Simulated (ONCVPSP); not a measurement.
**Run report: Sm, pseudopotential generation (part 2 of 2)**

Continued. System: samarium (Sm, Z = 62), core [Kr], reference valence 4d10 4f6 5s2 5p6 6s1 (an ion of charge +1), valence charge 26. Method: ONCV potential, LDA (Perdew-Zunger), fully relativistic, made with ONCVPSP 4.0.1.

Log (extracts), continued:
```
Test configuration 2

   n   l kap    f        eae           eps        diff
   1   0  -1  2.0000-1712.59701979
   2   0  -1  2.0000 -280.17287944
   2   1  -2  4.0000 -243.55921436
   2   1   1  2.0000 -265.68766602
   3   0  -1  2.0000  -61.74434384
   3   1  -2  4.0000  -51.02085347
   3   1   1  2.0000  -55.49958010
   3   2  -3  6.0000  -39.18101058
   3   2   2  4.0000  -40.15476463
   4   0  -1  2.0000  -12.64196528
   4   1  -2  4.0000   -9.25991577
   4   1   1  2.0000  -10.24877036
   4   2  -3  6.0000   -5.13944715   -5.14192343   -2.48E-03
   4   2   2  4.0000   -5.31598612   -5.31841628   -2.43E-03
   4   3  -4  3.4286   -0.57867541   -0.57988122   -1.21E-03
   4   3   3  2.5714   -0.59879746   -0.60002467   -1.23E-03
   5   0  -1  2.0000   -2.08714014   -2.08674790    3.92E-04
   5   1  -2  4.0000   -1.30925955   -1.30898789    2.72E-04
   5   1   1  2.0000   -1.44222496   -1.44193307    2.92E-04
   6   0  -1  0.0000   -0.50673337   -0.50673337    0.00E+00

    Total energies and differences
      AE_ref= -1.04270555E+04  AE_tst= -1.04266404E+04  dif=  4.15E-01
      PS_ref= -3.12015876E+02  PS_tst= -3.11600858E+02  dif=  4.15E-01
      PSP excitation error=  6.58E-05

Test configuration 3

   n   l kap    f        eae           eps        diff
   1   0  -1  2.0000-1713.24046563
   2   0  -1  2.0000 -280.83906896
   2   1  -2  4.0000 -244.22268197
   2   1   1  2.0000 -266.34919044
   3   0  -1  2.0000  -62.44027082
   3   1  -2  4.0000  -51.71638828
   3   1   1  2.0000  -56.19398007
   3   2  -3  6.0000  -39.87374246
   3   2   2  4.0000  -40.84699544
   4   0  -1  2.0000  -13.31947883
   4   1  -2  4.0000   -9.93014015
   4   1   1  2.0000  -10.92354259
   4   2  -3  6.0000   -5.80005633   -5.79488493    5.17E-03
   4   2   2  4.0000   -5.97830911   -5.97264938    5.66E-03
   4   3  -4  2.8571   -1.19276901   -1.17872844    1.40E-02
   4   3   3  2.1429   -1.21499525   -1.20059946    1.44E-02
   5   0  -1  2.0000   -2.61779522   -2.62864278   -1.08E-02
   5   1  -2  4.0000   -1.80012474   -1.79918007    9.45E-04
   5   1   1  2.0000   -1.94665025   -1.94654937    1.01E-04
   6   0  -1  0.0000   -0.80597760   -0.80597760    0.00E+00

    Total energies and differences
      AE_ref= -1.04270555E+04  AE_tst= -1.04257551E+04  dif=  1.30E+00
      PS_ref= -3.12015876E+02  PS_tst= -3.10720506E+02  dif=  1.30E+00
      PSP excitation error=  5.00E-03

Test configuration 4

   n   l kap    f        eae           eps        diff
   1   0  -1  2.0000-1712.32788605
   2   0  -1  2.0000 -279.92708861
   2   1  -2  4.0000 -243.31053461
   2   1   1  2.0000 -265.43690748
   3   0  -1  2.0000  -61.53401918
   3   1  -2  4.0000  -50.81012910
   3   1   1  2.0000  -55.28746451
   3   2  -3  6.0000  -38.96664681
   3   2   2  4.0000  -39.93978893
   4   0  -1  2.0000  -12.41367124
   4   1  -2  4.0000   -9.02396579
   4   1   1  2.0000  -10.01758553
   4   2  -3  6.0000   -4.89348009   -4.88089196    1.26E-02
   4   2   2  4.0000   -5.07179488   -5.05847657    1.33E-02
   4   3  -4  2.8571   -0.29017604   -0.27304917    1.71E-02
   4   3   3  2.1429   -0.31211354   -0.29455515    1.76E-02
   5   0  -1  2.0000   -1.71868675   -1.72827056   -9.58E-03
   5   1  -2  4.0000   -0.91641061   -0.91495130    1.46E-03
   5   1   1  2.0000   -1.05702371   -1.05639300    6.31E-04
   6   0  -1  2.0000   -0.15220705   -0.15245380   -2.47E-04
   5   2  -3  0.6000   -0.10262531   -0.10350430   -8.79E-04
   5   2   2  0.4000   -0.11183631   -0.11252137   -6.85E-04

    Total energies and differences
      AE_ref= -1.04270555E+04  AE_tst= -1.04271734E+04  dif= -1.18E-01
      PS_ref= -3.12015876E+02  PS_tst= -3.12142238E+02  dif= -1.26E-01
      PSP excitation error=  8.49E-03
```

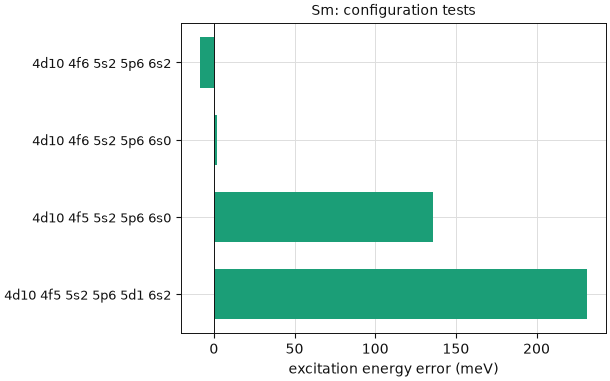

**Figure 2.** Errors, all-electron minus pseudo, of the energies of valence configurations relative to the unpolarised reference 4d10 4f6 5s2 5p6 6s1.

- Worst configuration: 4d10 4f5 5s2 5p6 5d1 6s2 (neutral): the error is +231 meV on an all-electron energy of -3.21 eV relative to the reference, or 7.2 %.
- Configurations within 10 meV and within 50 meV: 2 and 2 of 4. The potential isn't sound: its ghost test gives GHOST(-) flagged for s at -452.0 eV, p3/2 at -369.6 eV, p1/2 at -337.6 eV; no localised positive-energy state flagged.

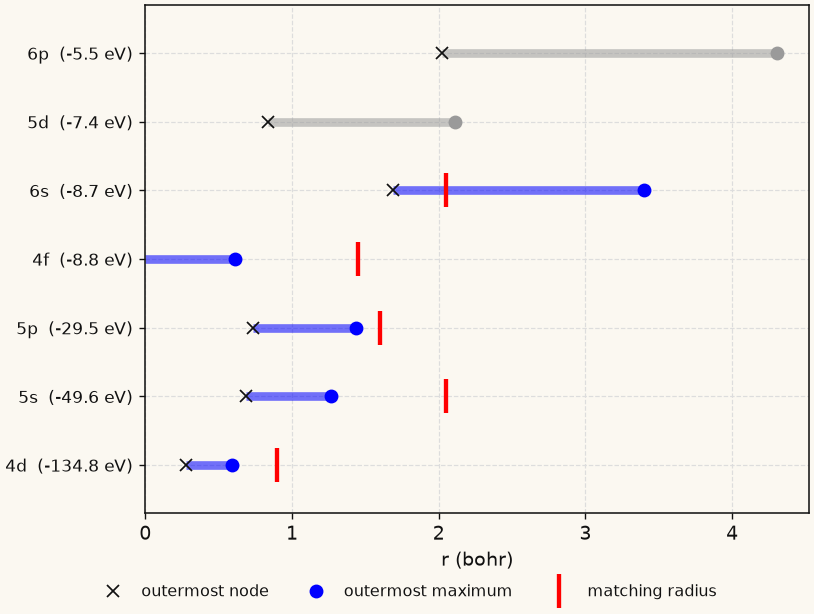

**Figure 3.** Outer shells of the all-electron reference atom: each bar runs from the outermost node (or the nucleus) to the outermost maximum of u(r); the tick is the radius chosen for the pseudo-wave. Shells without a tick have no pseudo-wave of their own. Levels, nodes and maxima are from ld1.x, scalar-relativistic.

- Radii against the shells: 4d: 0.90 bohr, outside the maximum; 5s: 2.05 bohr, outside the maximum; 5p: 1.60 bohr, outside the maximum; 4f: 1.45 bohr, outside the maximum; 6s: 2.05 bohr, between node and maximum.

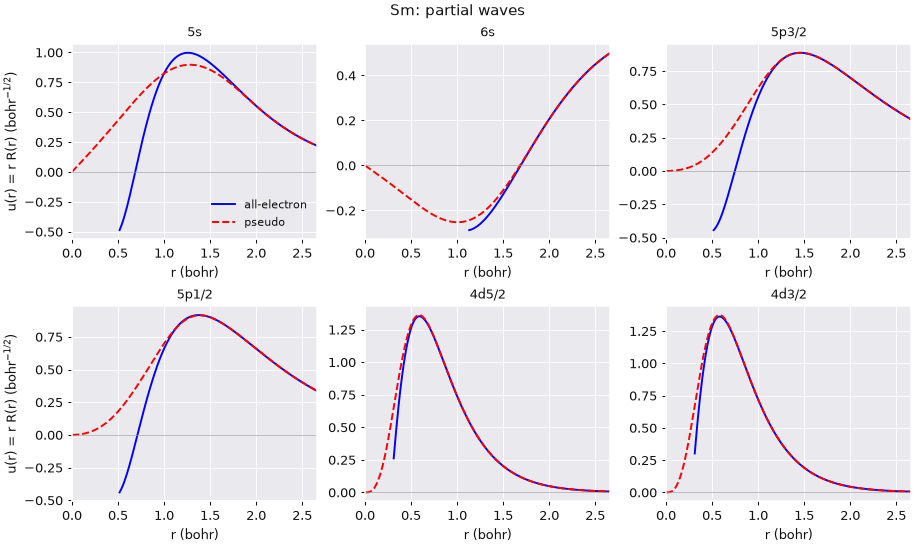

**Figure 4.** Partial waves u(r) = r R(r), all-electron (solid) and pseudo (dashed). The innermost oscillations of some all-electron curves aren't drawn. Reference configuration 4d10 4f6 5s2 5p6 6s1.

- Matching radii: 5s at 2.05 bohr; 6s at 2.05 bohr; 5p3/2 at 1.60 bohr; 5p1/2 at 1.60 bohr; 4d5/2 at 0.90 bohr; 4d3/2 at 0.90 bohr. The curves merge smoothly, so the plot gives these only roughly.
- Nodes of the pseudo-waves: 5s has no node; 6s has a node at about 1.7 bohr; 5p3/2 has no node; 5p1/2 has no node; 4d5/2 has no node; 4d3/2 has no node. A node in 6s is expected, since a lower shell of the same l is also in the valence and the two must stay orthogonal.

Results in brief:

- outcome: generated, with a ghost state
- cutoffs needed: 172 Ha and 203 Ha (the cutoffs at which the residual kinetic energy of the hardest occupied pseudo-wave falls to 1 and 0.1 mHa per electron)
- ghost test: GHOST(-) flagged for s at -452.0 eV, p3/2 at -369.6 eV, p1/2 at -337.6 eV; no localised positive-energy state flagged
- largest excitation error: +231 meV (all-electron minus pseudo) for 4d10 4f5 5s2 5p6 5d1 6s2, out of 4 test configurations
- rms error of d²Exc/dni dnj: 6.69 mHa without and 3.32 mHa with the model core
- range over which the phases arctan(r R′/R) at the test radius agree within 0.05 rad (a looser test near the poles than one of phase shifts): s: over the whole range computed; p3/2: up to about 2.2 Ha; p1/2: up to about 2.2 Ha; d5/2: over the whole range computed; d3/2: over the whole range computed; f7/2: up to about 1.0 Ha; f5/2: up to about 1.0 Ha
- wall time: 7.7 s

Remarks:

The potential has a bound ghost state, so it can't be used as it stands. The scattering phases part by more than π/2 and stay apart in p3/2 from about 4.2 Ha: a level there is either far displaced or one that only the pseudo-atom has.
